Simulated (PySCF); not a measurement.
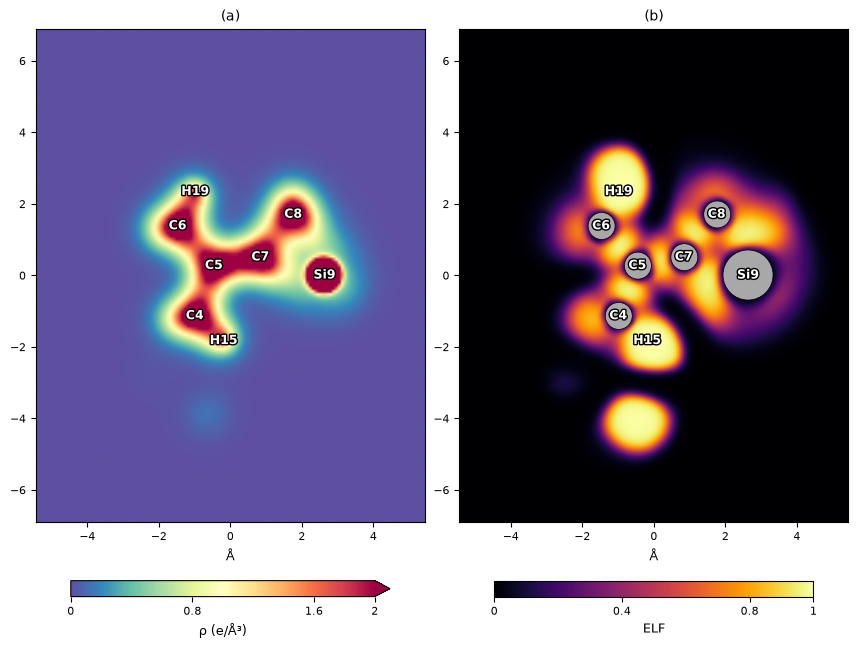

The picture shows: C$_{7}$H$_{14}$OSi. (a) electron density; (b) electron localisation function on the plane of atoms C5, C7 and Si9. Grey discs cover the atomic cores in the ELF map.

Geometry: GFN2-xTB.

These are results of PBE0/pcSseg-1, SCF density, gas phase, non-relativistic in PySCF, not measurements.

```xyz
23

C     3.3837    0.6775    0.5499
O     2.9269   -0.6412    0.3943
C     1.5378   -0.8112    0.5599
C     0.6990   -0.3167   -0.6302
C    -0.7686   -0.5537   -0.3971
C    -1.2516   -1.9723   -0.5130
C    -1.5808    0.4411   -0.0907
C    -3.0406    0.6345    0.2287
Si   -1.9871    2.2160    0.2324
H     4.4712    0.6270    0.5381
H     3.0476    1.3320   -0.2618
H     3.0496    1.1008    1.5054
H     1.1983   -0.3045    1.4765
H     1.4046   -1.8886    0.6844
H     0.8660    0.7533   -0.7672
H     1.0336   -0.8418   -1.5279
H    -0.9516   -2.3990   -1.4692
H    -0.8243   -2.5893    0.2768
H    -2.3347   -2.0103   -0.4327
H    -3.7366    0.4366   -0.5777
H    -3.3877    0.1941    1.1559
H    -2.1229    3.1298   -0.8895
H    -1.6366    2.8131    1.5107
```

**Describe what can be read from this map.**

- The plane passes through C, Si and H nuclei.
- C–C (1.32 Å): ρ at the midpoint is about 2.3 e/Å³; the ELF peaks at about 0.90 between the atoms: a multiple bond.
- C–Si (1.85 Å): the density is about 0.86 e/Å³ at the midpoint; the ELF peaks at about 0.85 between the atoms (localised, covalent bonding).
- C–H (1.09 Å): ρ at the midpoint is about 2 e/Å³; the ELF climbs to about 1 towards the hydrogen, as it does in any bond to H: an ordinary covalent bond to hydrogen.
- C–C (1.50 Å): ρ is about 1.7 e/Å³ halfway; the ELF peaks at about 0.95 between the atoms (localised, covalent bonding).
- C–Si (1.90 Å): ρ at the midpoint is about 0.81 e/Å³; the ELF peaks at about 0.85 between the atoms: a covalent bond.
